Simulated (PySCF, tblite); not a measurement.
# B₁₈N₁₈H₁₈: electronic excitations, NMR shifts, part 2 of 2

tblite 0.8.0 and PySCF 2.14.0. Atoms count from 0. Earlier steps stand in the parts before.

## Step 4: NMR shifts: GIAO KT3/pcSseg-1

Job settings and geometry (Å):

```
{"job": {"kind": "nmr", "xc": "KT3", "basis": "pcSseg-1", "pop": false}, "charge": 0, "multiplicity": 1}
B      3.360384     0.880454    -0.354422
N      2.844895     2.091582    -0.906380
B      2.961844     1.814119     1.910594
N      2.014593     2.718599     1.336671
B      1.873779     2.768482    -0.098535
N      0.673242     3.294305    -0.657273
B      0.925564     3.178687     2.152247
N     -0.377409     3.234776     1.566371
B     -0.513094     3.166525     0.130191
N     -1.746656     2.729376    -0.481442
B     -1.529586     2.951511     2.381466
N     -2.591136     2.251857     1.771818
B     -2.039682     2.745720    -1.879622
N     -2.871638     1.730653    -2.401122
B     -2.571373     1.913319     0.382895
N     -3.175107     0.721002    -0.168063
B     -3.170804     0.577352    -1.599768
N     -3.277086    -0.723245    -2.174741
B     -3.285833    -0.457127     0.645770
N     -2.929466    -1.711796     0.060755
B     -2.810477    -1.813133    -1.373832
N     -2.042904    -2.879631    -1.931948
B     -2.238472    -2.665321     0.886508
N     -1.113371    -3.337618     0.314668
B     -0.957402    -3.342721    -1.120529
N      0.332530    -3.594204    -1.676984
B      0.040609    -3.558492     1.143069
N      1.326816    -3.308081     0.569489
B      1.447480    -3.209145    -0.865553
N      2.577556    -2.539683    -1.423791
B      2.339906    -2.711578     1.396910
N      3.146296    -1.679276     0.823220
B      3.172457    -1.521731    -0.611475
N      3.594715    -0.275997    -1.166645
B      3.518760    -0.565238     1.652354
N      3.441105     0.742697     1.080411
H      2.799558     2.193280    -1.909357
H      3.226845     1.856294     3.049245
H      0.566977     3.316335    -1.659674
H      1.075898     3.369980     3.297549
H     -1.552157     3.209124     3.524093
H     -3.312400     1.849578     2.348634
H     -1.596918     3.565424    -2.597262
H     -3.052848     1.698954    -3.392465
H     -3.271838    -0.813750    -3.179879
H     -3.533717    -0.391244     1.789559
H     -1.974170    -2.960853    -2.935626
H     -2.500781    -2.778982     2.021229
H      0.438314    -3.600982    -2.680674
H     -0.076205    -3.795916     2.282842
H      2.656683    -2.471688    -2.427714
H      2.406058    -2.962370     2.537976
H      3.618837    -0.171863    -2.170351
H      3.735967    -0.712554     2.792498
```

Level: GIAO KT3/pcSseg-1 NMR shielding, non-relativistic, gas phase.

The program printed:

```text
start: PBE on a coarse grid of 46196 points
cycle   1  E = -1442.6036498081  dE =  6.167e+00  |g| = 1.594e+00  |ddm| = 7.459e+00
cycle   2  E = -1441.5216331093  dE =  1.082e+00  |g| = 2.715e+00  |ddm| = 3.818e+00
cycle   3  E = -1443.1558026081  dE = -1.634e+00  |g| = 2.688e-01  |ddm| = 2.668e+00
cycle   4  E = -1443.1730758187  dE = -1.727e-02  |g| = 9.892e-02  |ddm| = 3.466e-01
cycle   5  E = -1443.1749957499  dE = -1.920e-03  |g| = 3.343e-02  |ddm| = 8.556e-02
cycle   6  E = -1443.1752267776  dE = -2.310e-04  |g| = 1.388e-02  |ddm| = 4.355e-02
cycle   7  E = -1443.1752749213  dE = -4.814e-05  |g| = 3.156e-03  |ddm| = 1.437e-02
final grid: 430297 points
cycle   8  E = -1468.3052749200  dE = -7.203e-02  |g| = 1.804e-01  |ddm| = 6.473e-01
cycle   9  E = -1468.2927006025  dE =  1.257e-02  |g| = 2.997e-01  |ddm| = 3.645e-01
cycle  10  E = -1468.3123789797  dE = -1.968e-02  |g| = 1.663e-02  |ddm| = 2.288e-01
cycle  11  E = -1468.3124482727  dE = -6.929e-05  |g| = 6.161e-03  |ddm| = 2.545e-02
cycle  12  E = -1468.3124587075  dE = -1.043e-05  |g| = 1.956e-03  |ddm| = 7.002e-03
cycle  13  E = -1468.3124568452  dE =  1.862e-06  |g| = 7.734e-04  |ddm| = 2.321e-03
cycle  14  E = -1468.3124575158  dE = -6.705e-07  |g| = 1.435e-04  |ddm| = 7.551e-04
cycle  15  E = -1468.3124577762  dE = -2.604e-07  |g| = 5.066e-05  |ddm| = 1.852e-04
converged SCF energy = -1468.3124577762

GIAO shielding tensors (ppm)
atom      isotropic    diamagn.    paramagn.     s11        s22        s33       span
  0 B       78.927     220.265    -141.338     58.090     74.237    104.453     46.364
  1 N      159.898     345.521    -185.623     87.403    181.937    210.353    122.951
  2 B       70.076     205.942    -135.866     52.164     54.672    103.394     51.231
  3 N       99.701     351.867    -252.166     17.671     32.269    249.162    231.492
  4 B       79.213     220.528    -141.315     58.997     74.301    104.340     45.342
  5 N      151.836     347.839    -196.002     71.838    165.368    218.302    146.464
  6 B       70.245     205.302    -135.056     52.567     55.234    102.935     50.368
  7 N      103.304     349.799    -246.496     23.074     34.625    252.212    229.138
  8 B       77.752     217.788    -140.036     61.384     69.583    102.290     40.906
  9 N      120.872     352.312    -231.441     39.072     78.721    244.823    205.751
 10 B       72.613     205.151    -132.537     49.272     62.116    106.452     57.180
 11 N      139.199     338.192    -198.993     44.037    156.034    217.526    173.489
 12 B       76.297     211.102    -134.806     50.674     65.215    113.001     62.327
 13 N      139.971     336.783    -196.812     38.927    171.486    209.500    170.574
 14 B       77.236     213.959    -136.724     61.670     68.520    101.517     39.847
 15 N      118.426     353.806    -235.379     35.263     72.435    247.582    212.319
 16 B       79.904     217.419    -137.515     61.335     72.979    105.398     44.063
 17 N      158.891     341.146    -182.255     86.502    181.365    208.807    122.305
 18 B       71.017     211.403    -140.385     52.087     54.819    106.146     54.058
 19 N       96.954     351.952    -254.998     14.466     29.793    246.604    232.138
 20 B       79.015     219.206    -140.190     57.926     74.359    104.761     46.835
 21 N      159.541     342.279    -182.738     86.298    182.095    210.230    123.933
 22 B       70.024     209.716    -139.692     51.614     54.696    103.762     52.148
 23 N       98.869     351.835    -252.965     16.307     32.509    247.792    231.484
 24 B       78.961     219.539    -140.577     58.295     74.251    104.339     46.044
 25 N      158.982     343.314    -184.332     86.363    181.815    208.767    122.404
 26 B       70.496     208.503    -138.007     52.351     55.046    104.090     51.739
 27 N       99.932     351.545    -251.613     17.585     33.149    249.061    231.476
 28 B       79.057     219.672    -140.615     58.520     74.180    104.471     45.952
 29 N      159.035     344.105    -185.071     86.969    181.989    208.146    121.177
 30 B       70.435     207.625    -137.190     52.399     55.022    103.883     51.483
 31 N       99.814     351.453    -251.639     17.499     33.157    248.787    231.288
 32 B       79.065     219.882    -140.816     58.440     74.268    104.488     46.047
 33 N      159.408     344.703    -185.295     87.245    181.965    209.014    121.768
 34 B       70.490     206.789    -136.300     52.510     55.095    103.864     51.354
 35 N       98.543     351.683    -253.140     15.900     32.479    247.250    231.350
 36 H       28.543      46.952     -18.409     24.594     28.836     32.201      7.608
 37 H       26.683      34.912      -8.229     24.524     27.260     28.264      3.741
 38 H       28.017      49.354     -21.337     23.025     29.445     31.582      8.557
 39 H       26.755      34.519      -7.764     24.411     27.442     28.411      4.000
 40 H       27.013      33.224      -6.211     24.651     27.295     29.093      4.442
 41 H       26.503      37.218     -10.715     21.967     26.715     30.828      8.861
 42 H       26.989      37.526     -10.538     24.497     27.957     28.513      4.016
 43 H       27.112      37.287     -10.175     23.183     26.623     31.531      8.347
 44 H       28.328      42.107     -13.780     23.687     28.683     32.613      8.927
 45 H       26.697      41.802     -15.106     24.105     26.952     29.034      4.928
 46 H       28.458      42.968     -14.510     24.032     28.800     32.540      8.508
 47 H       26.693      38.369     -11.676     24.829     27.264     27.987      3.158
 48 H       28.499      44.132     -15.633     24.251     28.914     32.331      8.080
 49 H       26.733      37.323     -10.590     24.786     27.305     28.107      3.321
 50 H       28.520      45.200     -16.681     24.382     28.953     32.223      7.841
 51 H       26.741      36.494      -9.753     24.663     27.396     28.164      3.501
 52 H       28.543      45.984     -17.441     24.533     28.867     32.227      7.694
 53 H       26.728      35.655      -8.928     24.579     27.380     28.224      3.644
```

Wall time 73 s (4 threads of Arm Neoverse N1, shared host); peak memory 2.3 GiB.

Shifts follow as δ = σ(reference) − σ, with reference shieldings (ppm) from runs at the same level and on the same kind of geometry: $^{1}$H TMS 31.76, $^{15}$N NH3 264.4, $^{11}$B BF3·OEt2 100.0. The references are single molecules in the gas phase, so shifts against H2O, NH3, PH3, H3PO4 or CFCl3 are not on the usual liquid scales and can be off by tens of ppm.

| atoms | environment | σ (ppm) | δ (ppm) |
| --- | --- | --- | --- |
| H41 | hydrogen on a nitrogen bonded to 2 B | 26.50 | 5.26 |
| H37 | hydrogen on a boron bonded to 2 N | 26.68 | 5.08 |
| H47 | hydrogen on a boron bonded to 2 N | 26.69 | 5.07 |
| H45 | hydrogen on a boron bonded to 2 N | 26.70 | 5.06 |
| H53 | hydrogen on a boron bonded to 2 N | 26.73 | 5.03 |
| H49 | hydrogen on a boron bonded to 2 N | 26.73 | 5.03 |
| H51 | hydrogen on a boron bonded to 2 N | 26.74 | 5.02 |
| H39 | hydrogen on a boron bonded to 2 N | 26.75 | 5.01 |
| H42 | hydrogen on a boron bonded to 2 N | 26.99 | 4.77 |
| H40 | hydrogen on a boron bonded to 2 N | 27.01 | 4.75 |
| H43 | hydrogen on a nitrogen bonded to 2 B | 27.11 | 4.65 |
| H38 | hydrogen on a nitrogen bonded to 2 B | 28.02 | 3.74 |
| H44 | hydrogen on a nitrogen bonded to 2 B | 28.33 | 3.43 |
| H46 | hydrogen on a nitrogen bonded to 2 B | 28.46 | 3.30 |
| H48 | hydrogen on a nitrogen bonded to 2 B | 28.50 | 3.26 |
| H50 | hydrogen on a nitrogen bonded to 2 B | 28.52 | 3.24 |
| H52 | hydrogen on a nitrogen bonded to 2 B | 28.54 | 3.22 |
| H36 | hydrogen on a nitrogen bonded to 2 B | 28.54 | 3.22 |
| B22 | boron bonded to 2 N, H | 70.0 | 30.0 |
| B2 | boron bonded to 2 N, H | 70.1 | 29.9 |
| B6 | boron bonded to 2 N, H | 70.2 | 29.7 |
| B30 | boron bonded to 2 N, H | 70.4 | 29.5 |
| B34 | boron bonded to 2 N, H | 70.5 | 29.5 |
| B26 | boron bonded to 2 N, H | 70.5 | 29.5 |
| B18 | boron bonded to 2 N, H | 71.0 | 29.0 |
| B10 | boron bonded to 2 N, H | 72.6 | 27.4 |
| B12 | boron bonded to 2 N, H | 76.3 | 23.7 |
| B14 | boron bonded to 3 N | 77.2 | 22.7 |
| B8 | boron bonded to 3 N | 77.8 | 22.2 |
| B0 | boron bonded to 3 N | 78.9 | 21.0 |
| B24 | boron bonded to 3 N | 79.0 | 21.0 |
| B20 | boron bonded to 3 N | 79.0 | 21.0 |
| B28 | boron bonded to 3 N | 79.1 | 20.9 |
| B32 | boron bonded to 3 N | 79.1 | 20.9 |
| B4 | boron bonded to 3 N | 79.2 | 20.8 |
| B16 | boron bonded to 3 N | 79.9 | 20.1 |
| N19 | nitrogen bonded to 3 B | 97.0 | 167.4 |
| N35 | nitrogen bonded to 3 B | 98.5 | 165.9 |
| N23 | nitrogen bonded to 3 B | 98.9 | 165.5 |
| N3 | nitrogen bonded to 3 B | 99.7 | 164.7 |

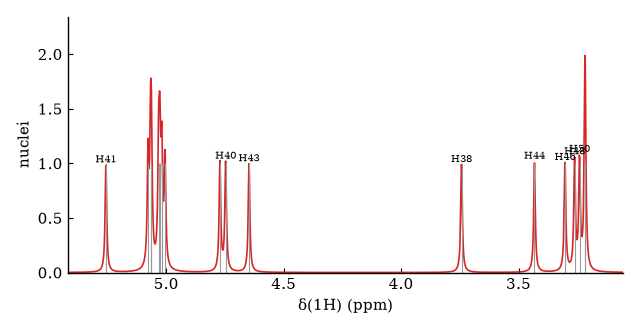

$^{1}$H lines at the computed shifts, without couplings. Lines are broadened to a width of 0.01 ppm (Lorentzian).

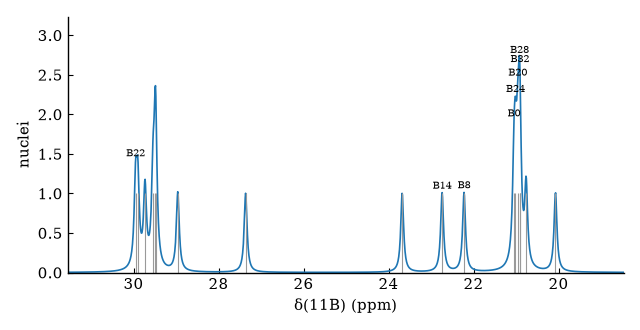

$^{11}$B lines at the computed shifts, without couplings. Lines are broadened to a width of 0.08 ppm (Lorentzian).

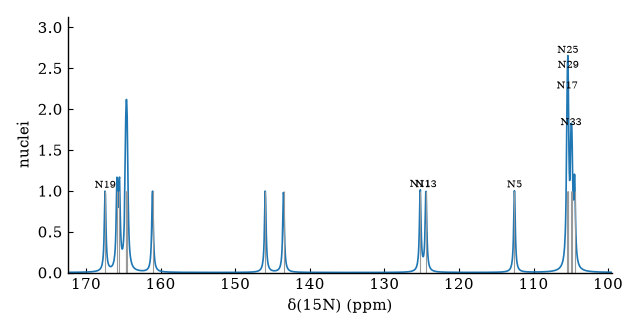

$^{15}$N lines at the computed shifts, without couplings. Lines are broadened to a width of 0.25 ppm (Lorentzian).

Ring of atoms B0, N1, B2, N3, B4, N35: NICS(0) -1.6, NICS(1) -2.3, NICS(1)zz -0.7 ppm (means of both faces; NICS(1) differs between them: -3.5 and -1.1).

Ring of atoms B0, N31, B32, N33, B34, N35: NICS(0) -1.6, NICS(1) -2.3, NICS(1)zz -0.8 ppm (means of both faces; NICS(1) differs between them: -3.5 and -1.1).

Ring of atoms N3, B4, N5, B6, N7, B8: NICS(0) -1.7, NICS(1) -2.4, NICS(1)zz -1.0 ppm (means of both faces; NICS(1) differs between them: -3.6 and -1.1).

## Step 5: Summary of results

The summary covers parts 1 to 2.

| quantity | value |
| --- | --- |
| lowest singlet (PBE0/6-31G*) | 5.85 eV (212 nm), f = 0.034 |
| lowest triplet | 5.52 eV |
| surface potential, least and greatest | -0.80 V and 2.35 V |
| $^{1}$H shifts against TMS (KT3/pcSseg-1) | 5.26, 5.08, 5.07, 5.06, 5.03, 5.03, 5.02, 5.01, 4.77, 4.75, 4.65, 3.74, 3.43, 3.30 ppm and more |
| $^{11}$B shifts against BF3·OEt2 (KT3/pcSseg-1) | 30.0, 29.9, 29.7, 29.5, 29.5, 29.5, 29.0, 27.4, 23.7, 22.7, 22.2, 21.0, 21.0, 21.0 ppm and more |
| $^{15}$N shifts against NH3 (KT3/pcSseg-1) | 167.4, 165.9, 165.5, 164.7, 164.6, 164.5, 161.1, 146.0, 143.5, 125.2, 124.4, 112.6, 105.5, 105.4 ppm and more |

In words: The lowest singlet, at 5.85 eV, is HOMO→LUMO 0.77 and is weak; of the 6 states computed, the strongest absorption comes from states 4 to 6 together at 6.25 eV (the last computed, so partners may be missing). The lowest triplet lies 0.33 eV below the lowest singlet.
